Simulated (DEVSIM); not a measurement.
Device: Si p-i-n diode, at 300 K.

```
layer (left to right)  material  thickness (μm)  Nd (cm⁻³)  Na (cm⁻³)  τn (s)  τp (s)
---------------------  --------  --------------  ---------  ---------  ------  ------
1                            Si           0.650          -     2.4e17  5.3e-5  5.3e-5
2                            Si           0.210     9.5e13          -  5.3e-5  5.3e-5
3                            Si            1.70     1.6e18          -  5.3e-5  5.3e-5
```

Left contact: ohmic. Right contact: ohmic. Voltage is applied to the left contact. Recombination: SRH at mid-gap, radiative. Mobility is μmin + (μ − μmin)/(1 + (N/Nref)^α).

Constants are typed, rounded textbook-type inputs, not results; the design itself was drawn at random and stands for no fabricated device. Values at 300 K.

```
parameter           Si
-------------  -------
gap (eV)         1.124
affinity (eV)     4.05
permittivity      11.7
Nc (cm⁻³)      2.86e19
Nv (cm⁻³)       3.1e19
μn (cm²/Vs)       1417
μp (cm²/Vs)        470
μn,min              52
μp,min              45
Nref,n          9.7e16
Nref,p          2.2e17
αn                0.68
αp                0.72
B (cm³/s)      4.7e-15
```

DEVSIM, 1D drift-diffusion, Boltzmann statistics, complete ionisation; no tunnelling, impact ionisation, image-force lowering or self-heating.

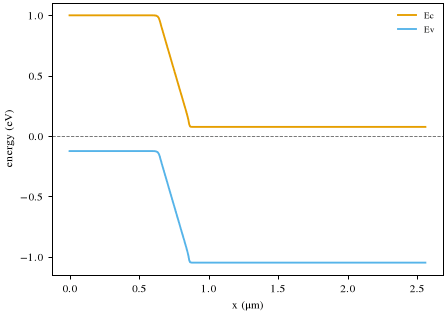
Figure. Band edges at zero bias

Energies count from the Fermi level of the right contact; mesh points crowd at the junctions.

| x (μm) | Ec (eV) | Ev (eV) | n (cm⁻³) | p (cm⁻³) | field (V/cm) |
|---|---|---|---|---|---|
| 0.000 | 0.998 | -0.126 | 480 | 2.4e17 | ≈ 0 |
| 0.02529 | 0.998 | -0.126 | 480 | 2.4e17 | ≈ 0 |
| 0.07516 | 0.998 | -0.126 | 480 | 2.4e17 | ≈ 0 |
| 0.1736 | 0.998 | -0.126 | 480 | 2.4e17 | ≈ 0 |
| 0.4261 | 0.998 | -0.126 | 480 | 2.4e17 | ≈ 0 |
| 0.5493 | 0.998 | -0.126 | 480 | 2.4e17 | ≈ 0 |
| 0.6093 | 0.998 | -0.126 | 490 | 2.4e17 | -620 |
| 0.6490 | 0.954 | -0.170 | 2700 | 4.2e16 | -42000 |
| 0.6721 | 0.860 | -0.264 | 100000 | 1.1e15 | -40000 |
| 0.7126 | 0.701 | -0.423 | 4.9e7 | 2.4e12 | -39000 |
| 0.7783 | 0.442 | -0.682 | 1.1e12 | 1.1e8 | -39000 |
| 0.8380 | 0.207 | -0.917 | 9.6e15 | 12000 | -40000 |
| 0.8610 | 0.094 | -1.030 | 7.5e17 | 150 | -54000 |
| 0.8878 | 0.075 | -1.050 | 1.6e18 | < 1e2 | -19 |
| 0.9713 | 0.075 | -1.050 | 1.6e18 | < 1e2 | ≈ 0 |
| 1.113 | 0.075 | -1.050 | 1.6e18 | < 1e2 | ≈ 0 |
| 1.380 | 0.075 | -1.050 | 1.6e18 | < 1e2 | ≈ 0 |
| 1.895 | 0.075 | -1.050 | 1.6e18 | < 1e2 | ≈ 0 |
| 2.318 | 0.075 | -1.050 | 1.6e18 | < 1e2 | ≈ 0 |
| 2.454 | 0.075 | -1.050 | 1.6e18 | < 1e2 | ≈ 0 |
| 2.521 | 0.075 | -1.050 | 1.6e18 | < 1e2 | ≈ 0 |
| 2.560 | 0.075 | -1.050 | 1.6e18 | < 1e2 | ≈ 0 |
